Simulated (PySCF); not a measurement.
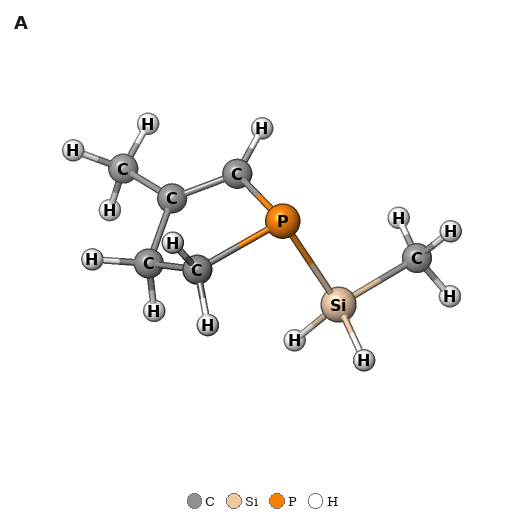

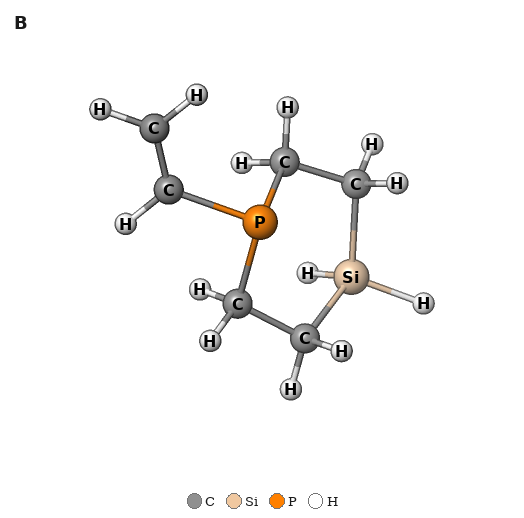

2 stationary structures of one formula. Geometries: GFN2-xTB. Electronic energies: PBE0/pcSseg-1 (PySCF 2.14.0), without zero-point energy. No frequency run is at hand to confirm each as a minimum. Each is one conformer, not always the lowest.

Question: Are they conformers, stereoisomers or constitutional isomers?

Answer: They are constitutional isomers of C6H13PSi: A `C[SiH2]P1C=C(C)CC1`, B `C=CP1CC[SiH2]CC1`.

Question: Which structure is the most stable?

Answer: A is lowest; B lies 14.8 kcal/mol above it.

The geometry is semi-empirical. Around P, Si such bond lengths and angles can be off by a tenth of an ångström or more and by several degrees, and values that hang on the shape move with them.
